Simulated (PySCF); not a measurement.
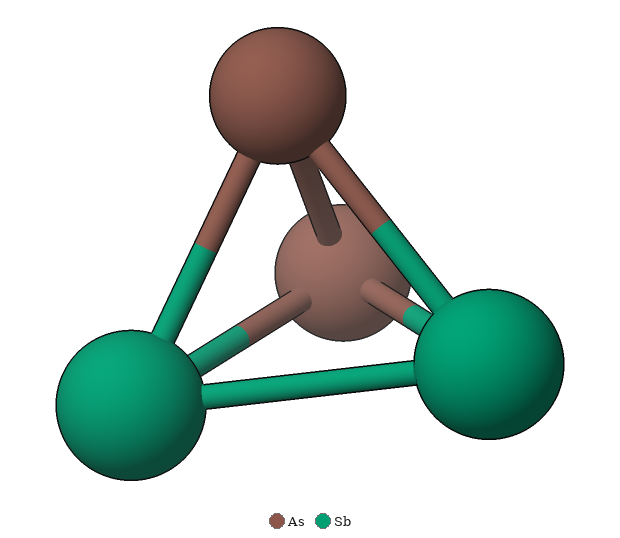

The computed structure is the end point of a PBE0-D3(BJ)/def2-SVP optimisation. No frequency run is at hand to confirm it as a minimum.

Give the structural formula.

SMILES: [As]12[As]3[Sb]1[Sb]23

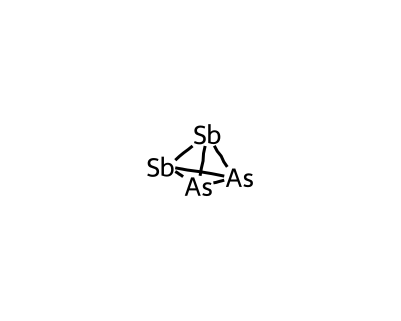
